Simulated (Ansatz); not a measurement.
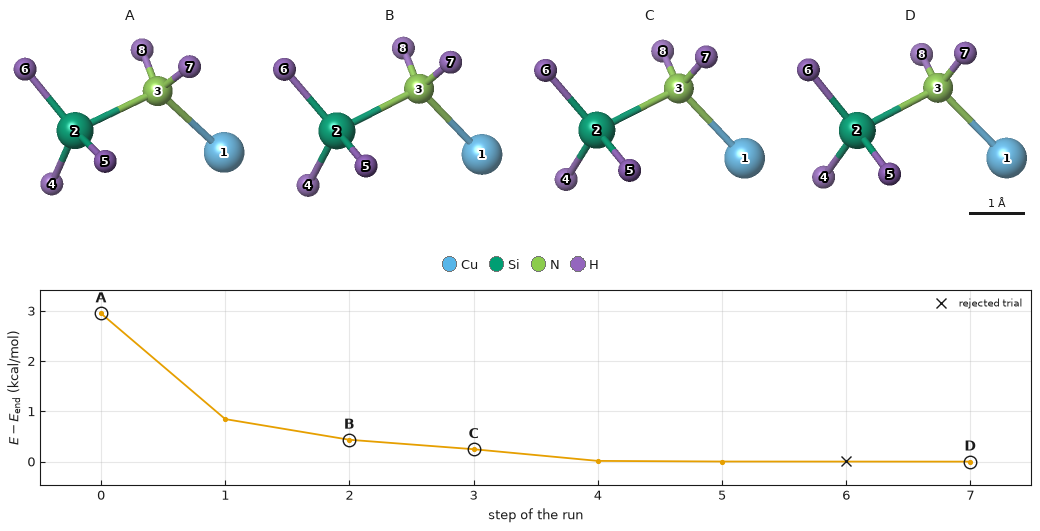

Frames of a relaxation of CuSiNH5 (charge +1) (coarse preliminary run), marked on the history of the run. The picture is a ball-and-stick view, seen at a tilt.

Theory: RKS PBE-D4/def2-SVP in Ansatz 0.2.0. Settings: force threshold 0.03 eV/Å; at most 250 steps.

Question: What happens along the run?

Answer: Cu1 moves most after the best rigid fit: 0.38 Å. Largest moves by element: Cu 0.38 Å, H 0.28 Å, N 0.08 Å, Si 0.05 Å. Near-neighbour distances that change, for instance: Cu1–N3 1.973 → 1.914 Å, Si2–H4 1.460 → 1.494 Å, N3–H7 1.017 → 1.036 Å, Si2–N3 1.858 → 1.864 Å. Among the angles between lasting bonds that change: Cu1–N3–Si2 121.2° → 113.2°, Cu1–N3–H8 104.7° → 108.5°, N3–Si2–H4 101.2° → 104.2°. Groups turn about Si2–N3 by about 20°. Over 6 accepted moves (7 points after the start) the energy falls by 2.95 kcal/mol. Largest force component: 0.78 eV/Å at the start, 0.0084 eV/Å at the end. The line search rejected the trial step at point 6 of the run. The forces were under the threshold at step 4, but the run went on from there. From step 0 to 2: Cu1 moves most (0.11 Å), energy −2.51 kcal/mol. From step 2 to 3: Cu1 moves most (0.20 Å), energy −0.19 kcal/mol. From step 3 to 7: Cu1 moves most (0.10 Å), energy −0.25 kcal/mol.

| step | E − E(0), kcal/mol | largest force component, eV/Å | note |
| --- | --- | --- | --- |
| 0 | 0.00 | 0.7775 |  |
| 1 | -2.10 | 0.4076 |  |
| 2 | -2.51 | 0.1535 |  |
| 3 | -2.70 | 0.4324 |  |
| 4 | -2.93 | 0.0169 |  |
| 5 | -2.95 | 0.0330 |  |
| 6 | -2.94 | 0.0839 | rejected |
| 7 | -2.95 | 0.0084 |  |
